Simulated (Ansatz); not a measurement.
# Hypothetical rock salt ZrSi: Si → Os

The reference is ZrSi in the rock salt structure (space group Fm-3m, No. 225; a = 5.3969 Å; a hypothetical phase, not in the database extracts checked).

It is then changed as follows: full substitution Si → Os, then cell and atoms are relaxed.

The values are results of PBE in Ansatz (plane waves to 420 eV, PAW, no spin-orbit coupling), earlier PAW set, not measurements. Γ-centred 15×15×15 mesh, Fermi–Dirac width 0.05 eV.

The volume per atom grows by 0.275 Å³ (19.65 Å³ → 19.92 Å³) and the density goes up by 6.69 g/cm³ (5.04 g/cm³ → 11.73 g/cm³). The space group is still Fm-3m (No. 225) and the shortest interatomic distance goes up by 0.013 Å, from 2.698 Å to 2.711 Å. The band gap is still zero.

Final structure:

```yaml
crystal:
  lattice:
    - [0.00000, 2.71099, 2.71099]
    - [2.71099, 0.00000, 2.71099]
    - [2.71099, 2.71099, 0.00000]
  atoms:
    - { symbol: Os, position: [0.00000, 0.00000, 0.00000] }
    - { symbol: Zr, position: [0.50000, 0.50000, 0.50000] }
```

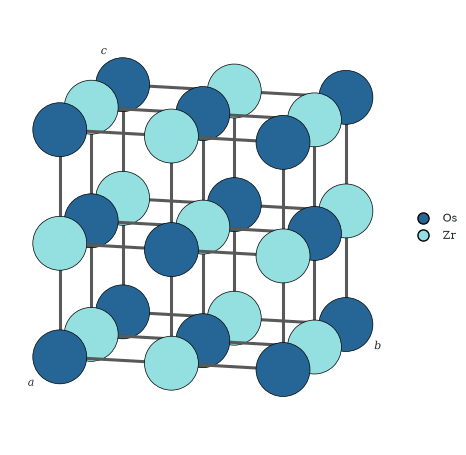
Figure: The relaxed conventional cell after the change

Spin-orbit coupling, missing from the scalar runs, can matter with Os. No phonon test of stability was made. As relaxed here, ZrOs is a hypothetical phase, not in the database extracts checked. The final runs are not spin-polarised.

Ansatz is a program for electronic structure.
